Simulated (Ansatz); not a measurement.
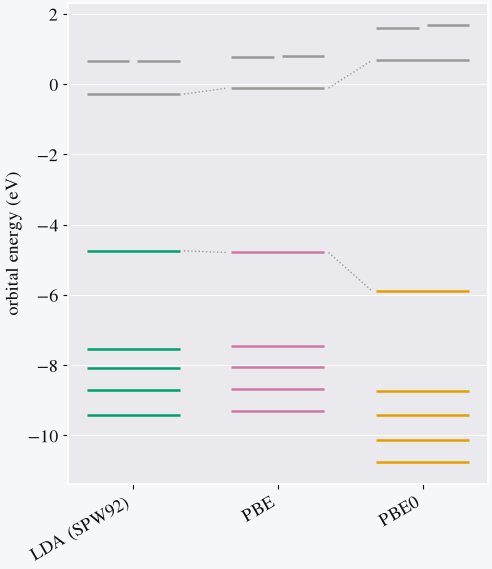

Frontier orbital energies (alpha spin) of C₂H₇Si, SMILES CC[SiH2], doublet at one geometry, def2-TZVPP, the Ansatz code, at a PBE0-D4/def2-TZVP geometry (a minimum by its frequencies). Empty levels are grey, levels within 0.1 eV stand side by side; all columns show the same few orbitals around the gap. Dotted lines join the HOMOs and the LUMOs. HOMO and LUMO mean the alpha set's.

Question: How do the frontier levels move from column to column?

Answer: The separation grows from 4.46 eV (LDA (SPW92)) to 6.56 eV (PBE0).

| level | HOMO (eV) | LUMO (eV) | separation (eV) |
| --- | --- | --- | --- |
| LDA (SPW92) | −4.75 | −0.29 | 4.46 |
| PBE | −4.79 | −0.11 | 4.68 |
| PBE0 | −5.89 | 0.68 | 6.56 |

Limits of at least one run: empty levels above zero depend strongly on the basis.
